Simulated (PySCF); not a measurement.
# LiHF+, an ion with solvent molecules: interaction energy

What interaction energy should one expect for `[Li+]` with `F`?

Computed with PySCF 2.14.0; each step states its level. No surroundings beyond the atoms listed, unless a continuum is named. Atoms count from 0, parts from 1.

### 1 The system as given

3 atoms, charge 1, multiplicity 1; geometry: GFN2-xTB. Parts: 1 = atom 0, `[Li+]`, charge 1; 2 = atoms 1–2, `F`, charge 0.

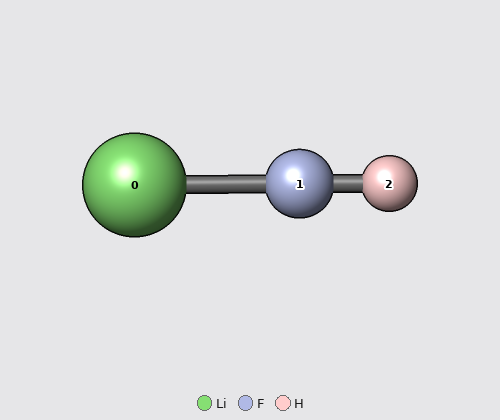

The starting geometry (lithium green, fluorine light blue, hydrogen pink), atoms numbered.

### 2 Geometry optimisation at PBE0-D3(BJ)/def2-TZVPD

Job settings and geometry (Å):

```
{"job": {"xc": "PBE0", "basis": "def2-TZVPD", "d3": "d3bj", "grid": 3, "kind": "geom", "shake": 0.01}, "charge": 1, "multiplicity": 1, "parts": [{"atoms": "0-0", "charge": 1, "multiplicity": 1}, {"atoms": "1-2", "charge": 0, "multiplicity": 1}]}
Li     0.193926     0.140960     0.112056
F      1.108929     1.615393     0.012077
H      1.611564     2.415551    -0.044969
```

The run is started by

```
> OMP_NUM_THREADS=1 python cluster_run.py task.json out
```

One launch serves the whole session: the jobs run in the order shown.

The log of the run:

```text
step   0  E = -107.69334428  max force = 0.017643
step   1  E = -107.69388370  max force = 0.003040
step   2  E = -107.69389981  max force = 0.000797
step   3  E = -107.69390525  max force = 0.001058
step   4  E = -107.69390795  max force = 0.000438
optimisation converged
```

It took 4.2 s on 1 thread of Arm Neoverse V1, shared host; peak memory 0.31 GiB.

Along the way:

```csv
step,energy from step 0 (eV),largest force component (eV/Å)
0,0.0000,0.9072
1,-0.0147,0.1563
2,-0.0151,0.0410
3,-0.0153,0.0544
4,-0.0153,0.0225
```

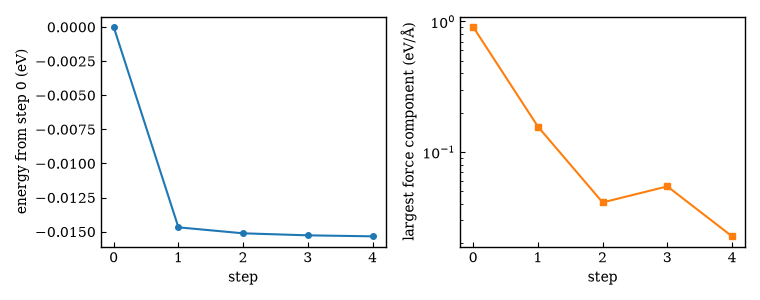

Energy and force, step by step.

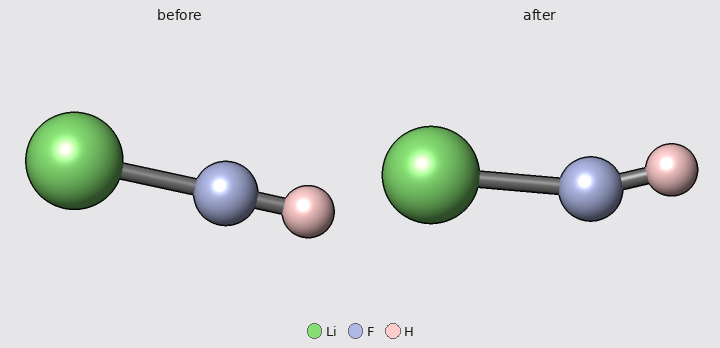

Before and after, at one scale.

Distances of close pairs at the start and the end, largest changes first:

```
  bond  before (Å)  after (Å)  change (Å)
Li0–F1       1.738      1.801      +0.062
 F1–H2       0.947      0.932      -0.015
```

The final coordinates are the input of the step that follows.

```
                         at the end point                   value
  point group (found at 0.08 Å tolerance)                      Cs
rotational constants (GHz, main isotopes)  6745.1, 27.404, 27.293
```

Contacts at the end point (a selection, picked against the atoms' radii; other short pairs can be missing):

| atoms | distance (Å) | kind (by distance and angle) | angle (°) |
| --- | --- | --- | --- |
| Li0···F1 | 1.80 | bonding distance | – |

Against the parts relaxed at this level the binding energy is -22.95 kcal/mol, without counterpoise.

### 3 Coupled-cluster interaction energy: CCSD(T) and MP2, 1.80 Å

Job settings and geometry (Å):

```
{"job": {"kind": "intercc", "basis": "aug-cc-pVDZ", "basis_mid": "aug-cc-pVTZ", "basis_large": "aug-cc-pVQZ"}, "charge": 1, "multiplicity": 1, "parts": [{"atoms": "0-0", "charge": 1, "multiplicity": 1}, {"atoms": "1-2", "charge": 0, "multiplicity": 1}]}
Li     0.437812    -0.006816     0.115304
F      1.187231     1.627046     0.011457
H      1.289325     2.551681    -0.047600
```

Level: CCSD(T)/aug-cc-pVDZ and MP2/aug-cc-pVTZ, aug-cc-pVQZ counterpoise interaction energy, frozen core, gas phase.

The log of the run:

```text
part 1, own basis, geometry of the cluster
final grid: 10848 points
cycle   1  E = -7.2363779589  dE =  1.371e-01  |g| = 5.248e-03  |ddm| = 1.339e+00
cycle   2  E = -7.2363810734  dE = -3.115e-06  |g| = 3.270e-04  |ddm| = 3.690e-02
cycle   3  E = -7.2363810859  dE = -1.246e-08  |g| = 1.130e-06  |ddm| = 2.404e-03
cycle   4  E = -7.2363810859  dE = -2.602e-13  |g| = 4.292e-08  |ddm| = 1.860e-06
converged SCF energy = -7.2363810859

part 2, own basis, geometry of the cluster
final grid: 16976 points
cycle   1  E = -100.0321562983  dE = -1.780e-01  |g| = 4.022e-01  |ddm| = 1.962e+00
cycle   2  E = -100.0530995549  dE = -2.094e-02  |g| = 2.397e-01  |ddm| = 6.577e-01
cycle   3  E = -100.0600219693  dE = -6.922e-03  |g| = 2.366e-02  |ddm| = 2.217e-01
cycle   4  E = -100.0601423090  dE = -1.203e-04  |g| = 6.515e-03  |ddm| = 2.965e-02
cycle   5  E = -100.0601597629  dE = -1.745e-05  |g| = 1.580e-03  |ddm| = 1.258e-02
cycle   6  E = -100.0601612619  dE = -1.499e-06  |g| = 2.470e-04  |ddm| = 4.472e-03
cycle   7  E = -100.0601613012  dE = -3.937e-08  |g| = 2.143e-05  |ddm| = 8.461e-04
cycle   8  E = -100.0601613015  dE = -2.231e-10  |g| = 2.406e-06  |ddm| = 4.813e-05
converged SCF energy = -100.0601613015

part 1, own basis, relaxed alone: E = -7.2363810859 (as before)

part 2, own basis, relaxed alone
final grid: 16976 points
cycle   1  E = -100.0334422182  dE = -1.669e-01  |g| = 4.001e-01  |ddm| = 1.981e+00
cycle   2  E = -100.0540950083  dE = -2.065e-02  |g| = 2.355e-01  |ddm| = 6.586e-01
cycle   3  E = -100.0607481931  dE = -6.653e-03  |g| = 2.345e-02  |ddm| = 2.190e-01
cycle   4  E = -100.0608613344  dE = -1.131e-04  |g| = 6.223e-03  |ddm| = 2.906e-02
cycle   5  E = -100.0608768706  dE = -1.554e-05  |g| = 1.504e-03  |ddm| = 1.190e-02
cycle   6  E = -100.0608781993  dE = -1.329e-06  |g| = 2.375e-04  |ddm| = 4.215e-03
cycle   7  E = -100.0608782356  dE = -3.632e-08  |g| = 2.124e-05  |ddm| = 8.269e-04
cycle   8  E = -100.0608782358  dE = -2.213e-10  |g| = 2.369e-06  |ddm| = 4.891e-05
converged SCF energy = -100.0608782358

cluster
final grid: 2784 points
cycle   1  E = -107.3337157004  dE = -1.413e-02  |g| = 6.427e-02  |ddm| = 1.019e+00
cycle   2  E = -107.3344402083  dE = -7.245e-04  |g| = 2.786e-02  |ddm| = 2.159e-01
cycle   3  E = -107.3345530517  dE = -1.128e-04  |g| = 7.779e-03  |ddm| = 4.319e-02
cycle   4  E = -107.3345676214  dE = -1.457e-05  |g| = 1.224e-03  |ddm| = 2.576e-02
cycle   5  E = -107.3345683126  dE = -6.911e-07  |g| = 2.412e-04  |ddm| = 4.801e-03
cycle   6  E = -107.3345683404  dE = -2.782e-08  |g| = 3.355e-05  |ddm| = 6.771e-04
cycle   7  E = -107.3345683409  dE = -5.196e-10  |g| = 5.144e-06  |ddm| = 9.400e-05
converged SCF energy = -107.3345683409

part 1 in the basis of the cluster
final grid: 2784 points
cycle   1  E = -7.2363823188  dE = -1.238e-06  |g| = 1.838e-04  |ddm| = 3.621e-02
cycle   2  E = -7.2363823237  dE = -4.871e-09  |g| = 1.561e-05  |ddm| = 1.895e-03
cycle   3  E = -7.2363823237  dE = -3.863e-11  |g| = 8.076e-07  |ddm| = 1.279e-04
converged SCF energy = -7.2363823237

part 2 in the basis of the cluster
final grid: 2784 points
cycle   1  E = -100.0603138692  dE = -1.537e-04  |g| = 2.642e-03  |ddm| = 3.102e-01
cycle   2  E = -100.0603157726  dE = -1.903e-06  |g| = 3.249e-04  |ddm| = 3.318e-02
cycle   3  E = -100.0603158075  dE = -3.481e-08  |g| = 5.295e-05  |ddm| = 4.561e-03
cycle   4  E = -100.0603158079  dE = -4.747e-10  |g| = 2.047e-05  |ddm| = 1.859e-04
converged SCF energy = -100.0603158079

Interaction energy (kcal/mol)
  counterpoise      -21.492
  uncorrected       -21.788
  dispersion part     0.000
  deformation         0.071
  binding           -21.421

Decomposition of the uncorrected value (kcal/mol)
  electrostatic     -21.059
  Pauli               6.596
  orbital            -9.399
  dispersion          0.000
  correlation         2.074

Charge of each part in the cluster: 0.991 0.009
part 1, own basis, geometry of the cluster
final grid: 10848 points
cycle   1  E = -7.2363820281  dE =  1.372e-01  |g| = 5.219e-03  |ddm| = 1.351e+00
cycle   2  E = -7.2363851692  dE = -3.141e-06  |g| = 3.351e-04  |ddm| = 3.177e-02
cycle   3  E = -7.2363851836  dE = -1.439e-08  |g| = 4.915e-06  |ddm| = 1.881e-03
cycle   4  E = -7.2363851836  dE = -4.410e-12  |g| = 2.070e-07  |ddm| = 3.147e-05
converged SCF energy = -7.2363851836

part 2, own basis, geometry of the cluster
final grid: 16976 points
cycle   1  E = -100.0393463037  dE = -1.787e-01  |g| = 4.057e-01  |ddm| = 2.117e+00
cycle   2  E = -100.0604250946  dE = -2.108e-02  |g| = 2.423e-01  |ddm| = 6.037e-01
cycle   3  E = -100.0674456199  dE = -7.021e-03  |g| = 2.409e-02  |ddm| = 2.182e-01
cycle   4  E = -100.0675670939  dE = -1.215e-04  |g| = 6.718e-03  |ddm| = 2.732e-02
cycle   5  E = -100.0675849890  dE = -1.790e-05  |g| = 1.645e-03  |ddm| = 1.158e-02
cycle   6  E = -100.0675865803  dE = -1.591e-06  |g| = 2.726e-04  |ddm| = 4.028e-03
cycle   7  E = -100.0675866283  dE = -4.804e-08  |g| = 2.536e-05  |ddm| = 8.785e-04
cycle   8  E = -100.0675866286  dE = -3.301e-10  |g| = 2.786e-06  |ddm| = 7.848e-05
converged SCF energy = -100.0675866286

part 1, own basis, relaxed alone: E = -7.2363851836 (as before)

part 2, own basis, relaxed alone
final grid: 16976 points
cycle   1  E = -100.0406824520  dE = -1.677e-01  |g| = 4.036e-01  |ddm| = 2.133e+00
cycle   2  E = -100.0614679703  dE = -2.079e-02  |g| = 2.381e-01  |ddm| = 6.033e-01
cycle   3  E = -100.0682171333  dE = -6.749e-03  |g| = 2.387e-02  |ddm| = 2.154e-01
cycle   4  E = -100.0683312832  dE = -1.141e-04  |g| = 6.420e-03  |ddm| = 2.681e-02
cycle   5  E = -100.0683472175  dE = -1.593e-05  |g| = 1.567e-03  |ddm| = 1.095e-02
cycle   6  E = -100.0683486289  dE = -1.411e-06  |g| = 2.618e-04  |ddm| = 3.779e-03
cycle   7  E = -100.0683486730  dE = -4.411e-08  |g| = 2.505e-05  |ddm| = 8.489e-04
cycle   8  E = -100.0683486734  dE = -3.248e-10  |g| = 2.762e-06  |ddm| = 7.838e-05
converged SCF energy = -100.0683486734

cluster
final grid: 2784 points
cycle   1  E = -107.3417189890  dE = -1.471e-02  |g| = 6.546e-02  |ddm| = 1.383e+00
cycle   2  E = -107.3424702741  dE = -7.513e-04  |g| = 2.830e-02  |ddm| = 2.580e-01
cycle   3  E = -107.3425842942  dE = -1.140e-04  |g| = 8.071e-03  |ddm| = 4.209e-02
cycle   4  E = -107.3425993130  dE = -1.502e-05  |g| = 1.294e-03  |ddm| = 2.710e-02
cycle   5  E = -107.3426000395  dE = -7.265e-07  |g| = 2.563e-04  |ddm| = 4.626e-03
cycle   6  E = -107.3426000698  dE = -3.033e-08  |g| = 3.531e-05  |ddm| = 8.300e-04
cycle   7  E = -107.3426000704  dE = -5.817e-10  |g| = 5.472e-06  |ddm| = 1.057e-04
converged SCF energy = -107.3426000704

part 1 in the basis of the cluster
final grid: 2784 points
cycle   1  E = -7.2363855676  dE = -3.894e-07  |g| = 9.608e-05  |ddm| = 2.488e-02
cycle   2  E = -7.2363855686  dE = -1.008e-09  |g| = 6.551e-06  |ddm| = 1.200e-03
cycle   3  E = -7.2363855686  dE = -5.092e-12  |g| = 2.828e-07  |ddm| = 8.139e-05
converged SCF energy = -7.2363855686

part 2 in the basis of the cluster
final grid: 2784 points
cycle   1  E = -100.0676880938  dE = -1.018e-04  |g| = 2.073e-03  |ddm| = 4.866e-01
cycle   2  E = -100.0676893919  dE = -1.298e-06  |g| = 2.685e-04  |ddm| = 4.394e-02
cycle   3  E = -100.0676894183  dE = -2.635e-08  |g| = 4.353e-05  |ddm| = 5.587e-03
cycle   4  E = -100.0676894186  dE = -3.568e-10  |g| = 1.903e-05  |ddm| = 1.745e-04
converged SCF energy = -100.0676894186

Interaction energy (kcal/mol)
  counterpoise      -21.995
  uncorrected       -22.165
  dispersion part     0.000
  deformation         0.118
  binding           -21.877

Decomposition of the uncorrected value (kcal/mol)
  electrostatic     -20.954
  Pauli               6.498
  orbital            -9.784
  dispersion          0.000
  correlation         2.075

Charge of each part in the cluster: 0.990 0.010
part 1 in the basis of the cluster: E(HF) = -7.236124824  E2 = 0.000000000  E(CCSD corr) = 0.000000000  (T) = 0.000000000
part 2 in the basis of the cluster: E(HF) = -100.032890962  E2 = -0.223574789  E(CCSD corr) = -0.227201116  (T) = -0.004285590
cluster: E(HF) = -107.306222583  E2 = -0.219727315  E(CCSD corr) = -0.223699201  (T) = -0.003931740

Counterpoise interaction energy (kcal/mol)
  hf_small                 -23.348
  mp2_small                -20.933
  ccsd_small               -21.150
  ccsdt_small              -20.928
  hf_large                 -24.175
  mp2_large                -21.995
  hf_middle                -23.764
  mp2_middle               -21.492
  scs_mp2_large            -22.048
  mp2_limit                -22.062
  ccsdt_less_mp2             0.005
  ccsdt_limit_estimate     -22.057
  bsse_mp2_large             0.170
```

Run time: 5.7 s. Hardware: 1 thread of Arm Neoverse V1, shared host; peak memory 0.36 GiB.

Contacts at this geometry (a selection, picked against the atoms' radii; other short pairs can be missing):

| atoms | distance (Å) | kind (by distance and angle) | angle (°) |
| --- | --- | --- | --- |
| Li0···F1 | 1.80 | bonding distance | – |

Differences are taken before rounding.

```
                 method  interaction energy (kcal/mol)  from CCSD(T), limit estimate (kcal/mol)
         HF/aug-cc-pVDZ                         -23.35                                    -1.29
        MP2/aug-cc-pVDZ                         -20.93                                    +1.12
       CCSD/aug-cc-pVDZ                         -21.15                                    +0.91
    CCSD(T)/aug-cc-pVDZ                         -20.93                                    +1.13
         HF/aug-cc-pVQZ                         -24.17                                    -2.12
        MP2/aug-cc-pVQZ                         -21.99                                    +0.06
    SCS-MP2/aug-cc-pVQZ                         -22.05                                    +0.01
      MP2, extrapolated                         -22.06                                    -0.01
CCSD(T), limit estimate                         -22.06                                        0
```

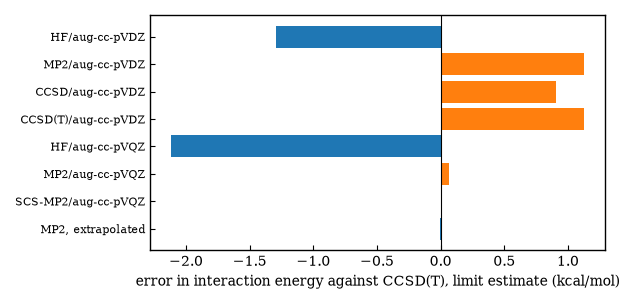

Deviations from CCSD(T), limit estimate, method by method.

These energies keep the parts at their geometry in the cluster; deforming them to it costs 0.12 kcal/mol (MP2).

### 4 Coupled-cluster interaction energy: CCSD(T) and MP2, 1.89 Å

The job, as its differences from that of step 3:

```diff
@@ -2,3 +2,3 @@
 Li     0.437812    -0.006816     0.115304
-F      1.187231     1.627046     0.011457
-H      1.289325     2.551681    -0.047600
+F      1.224702     1.708739     0.006265
+H      1.326796     2.633374    -0.052792
```

Method: CCSD(T)/aug-cc-pVDZ and MP2/aug-cc-pVTZ, aug-cc-pVQZ counterpoise interaction energy, frozen core, gas phase.

The log of the run:

```text
part 1, own basis, geometry of the cluster: E = -7.2363810859 (as before)

part 2, own basis, geometry of the cluster: E = -100.0601613015 (as before)

part 1, own basis, relaxed alone: E = -7.2363810859 (as before)

part 2, own basis, relaxed alone: E = -100.0608782358 (as before)

cluster
final grid: 2784 points
cycle   1  E = -107.3332024419  dE = -1.213e-02  |g| = 5.880e-02  |ddm| = 8.371e-01
cycle   2  E = -107.3338488676  dE = -6.464e-04  |g| = 2.557e-02  |ddm| = 1.862e-01
cycle   3  E = -107.3339467696  dE = -9.790e-05  |g| = 7.383e-03  |ddm| = 4.038e-02
cycle   4  E = -107.3339605596  dE = -1.379e-05  |g| = 1.173e-03  |ddm| = 2.385e-02
cycle   5  E = -107.3339611960  dE = -6.364e-07  |g| = 2.241e-04  |ddm| = 4.421e-03
cycle   6  E = -107.3339612199  dE = -2.393e-08  |g| = 3.138e-05  |ddm| = 6.111e-04
cycle   7  E = -107.3339612204  dE = -4.618e-10  |g| = 4.894e-06  |ddm| = 8.707e-05
converged SCF energy = -107.3339612204

part 1 in the basis of the cluster
final grid: 2784 points
cycle   1  E = -7.2363822707  dE = -1.190e-06  |g| = 1.790e-04  |ddm| = 3.477e-02
cycle   2  E = -7.2363822754  dE = -4.642e-09  |g| = 1.495e-05  |ddm| = 1.824e-03
cycle   3  E = -7.2363822754  dE = -3.647e-11  |g| = 7.936e-07  |ddm| = 1.250e-04
converged SCF energy = -7.2363822754

part 2 in the basis of the cluster
final grid: 2784 points
cycle   1  E = -100.0602961669  dE = -1.360e-04  |g| = 2.461e-03  |ddm| = 2.778e-01
cycle   2  E = -100.0602978462  dE = -1.679e-06  |g| = 3.039e-04  |ddm| = 2.957e-02
cycle   3  E = -100.0602978770  dE = -3.079e-08  |g| = 5.140e-05  |ddm| = 4.063e-03
cycle   4  E = -100.0602978774  dE = -4.276e-10  |g| = 1.888e-05  |ddm| = 1.690e-04
converged SCF energy = -100.0602978774

Interaction energy (kcal/mol)
  counterpoise      -21.411
  uncorrected       -21.678
  dispersion part     0.000
  deformation         0.071
  binding           -21.340

Decomposition of the uncorrected value (kcal/mol)
  electrostatic     -19.643
  Pauli               4.248
  orbital            -8.086
  dispersion          0.000
  correlation         1.804

Charge of each part in the cluster: 0.992 0.008
part 1, own basis, geometry of the cluster: E = -7.2363851836 (as before)

part 2, own basis, geometry of the cluster: E = -100.0675866286 (as before)

part 1, own basis, relaxed alone: E = -7.2363851836 (as before)

part 2, own basis, relaxed alone: E = -100.0683486734 (as before)

cluster
final grid: 2784 points
cycle   1  E = -107.3410576038  dE = -1.260e-02  |g| = 5.982e-02  |ddm| = 1.143e+00
cycle   2  E = -107.3417279441  dE = -6.703e-04  |g| = 2.602e-02  |ddm| = 2.123e-01
cycle   3  E = -107.3418271964  dE = -9.925e-05  |g| = 7.646e-03  |ddm| = 3.833e-02
cycle   4  E = -107.3418414417  dE = -1.425e-05  |g| = 1.245e-03  |ddm| = 2.384e-02
cycle   5  E = -107.3418421138  dE = -6.721e-07  |g| = 2.381e-04  |ddm| = 4.180e-03
cycle   6  E = -107.3418421398  dE = -2.607e-08  |g| = 3.293e-05  |ddm| = 7.062e-04
cycle   7  E = -107.3418421404  dE = -5.135e-10  |g| = 5.213e-06  |ddm| = 9.690e-05
converged SCF energy = -107.3418421404

part 1 in the basis of the cluster
final grid: 2784 points
cycle   1  E = -7.2363855171  dE = -3.386e-07  |g| = 9.492e-05  |ddm| = 2.169e-02
cycle   2  E = -7.2363855181  dE = -9.892e-10  |g| = 6.632e-06  |ddm| = 1.092e-03
converged SCF energy = -7.2363855181

part 2 in the basis of the cluster
final grid: 2784 points
cycle   1  E = -100.0676793873  dE = -9.306e-05  |g| = 1.966e-03  |ddm| = 4.543e-01
cycle   2  E = -100.0676805534  dE = -1.166e-06  |g| = 2.524e-04  |ddm| = 3.998e-02
cycle   3  E = -100.0676805767  dE = -2.323e-08  |g| = 4.136e-05  |ddm| = 5.021e-03
cycle   4  E = -100.0676805770  dE = -3.140e-10  |g| = 1.779e-05  |ddm| = 1.625e-04
converged SCF energy = -100.0676805770

Interaction energy (kcal/mol)
  counterpoise      -21.801
  uncorrected       -21.959
  dispersion part     0.000
  deformation         0.118
  binding           -21.683

Decomposition of the uncorrected value (kcal/mol)
  electrostatic     -19.566
  Pauli               4.202
  orbital            -8.400
  dispersion          0.000
  correlation         1.805

Charge of each part in the cluster: 0.991 0.009
part 1 in the basis of the cluster: E(HF) = -7.236124440  E2 = 0.000000000  E(CCSD corr) = 0.000000000  (T) = 0.000000000
part 2 in the basis of the cluster: E(HF) = -100.032874795  E2 = -0.223541422  E(CCSD corr) = -0.227166572  (T) = -0.004278631
cluster: E(HF) = -107.305740616  E2 = -0.220193261  E(CCSD corr) = -0.224092450  (T) = -0.003966516

Counterpoise interaction energy (kcal/mol)
  hf_small                 -23.056
  mp2_small                -20.955
  ccsd_small               -21.127
  ccsdt_small              -20.931
  hf_large                 -23.705
  mp2_large                -21.801
  hf_middle                -23.394
  mp2_middle               -21.411
  scs_mp2_large            -21.839
  mp2_limit                -21.860
  ccsdt_less_mp2             0.024
  ccsdt_limit_estimate     -21.836
  bsse_mp2_large             0.158
```

It took 4.5 s on 1 thread of Arm Neoverse V1, shared host; peak memory 0.36 GiB.

Contacts at this geometry (a selection, picked against the atoms' radii; other short pairs can be missing):

```csv
atoms,distance (Å),kind (by distance and angle),angle (°)
Li0···F1,1.89,bonding distance,–
```

Differences are taken before rounding.

| method | interaction energy (kcal/mol) | from CCSD(T), limit estimate (kcal/mol) |
| --- | --- | --- |
| HF/aug-cc-pVDZ | -23.06 | -1.22 |
| MP2/aug-cc-pVDZ | -20.95 | +0.88 |
| CCSD/aug-cc-pVDZ | -21.13 | +0.71 |
| CCSD(T)/aug-cc-pVDZ | -20.93 | +0.91 |
| HF/aug-cc-pVQZ | -23.70 | -1.87 |
| MP2/aug-cc-pVQZ | -21.80 | +0.03 |
| SCS-MP2/aug-cc-pVQZ | -21.84 | 0.00 |
| MP2, extrapolated | -21.86 | -0.02 |
| CCSD(T), limit estimate | -21.84 | 0 |

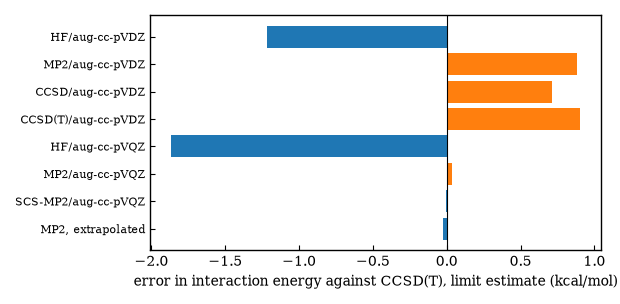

Error of each method against CCSD(T), limit estimate.

These energies keep the parts at their geometry in the cluster; deforming them to it costs 0.12 kcal/mol (MP2).

(Part 1 of 3 ends here.)
